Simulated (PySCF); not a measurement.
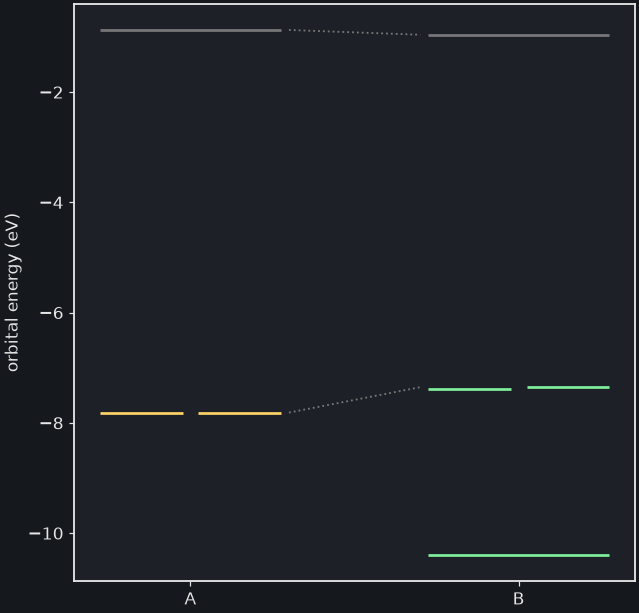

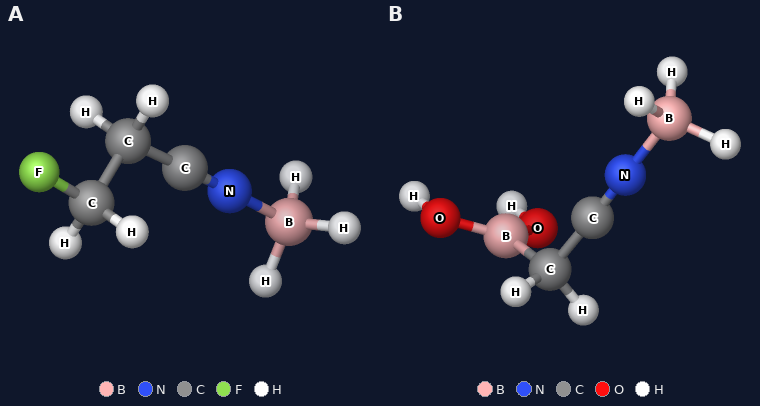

Related molecules: A is C₃H₇BFN, SMILES [BH3-][N+]#CCCF; B is C₂H₇B₂NO₂, SMILES [BH3-][N+]#CCB(O)O. Frontier orbital energies, PBE0/def2-SVPD with PySCF, at a PBE0-D3(BJ)/def2-SVP geometry (no frequency check); drawn are at most three filled levels and, in grey, the LUMO with any level within 0.03 eV of it; dotted lines join the HOMOs and the LUMOs.

What does the change do to the frontier levels?

From A to B the HOMO rises by 0.46 eV and the LUMO falls by 0.09 eV, so the separation goes from 6.94 to 6.39 eV.

Caveats, for all or some of the runs: one conformer of a flexible molecule.
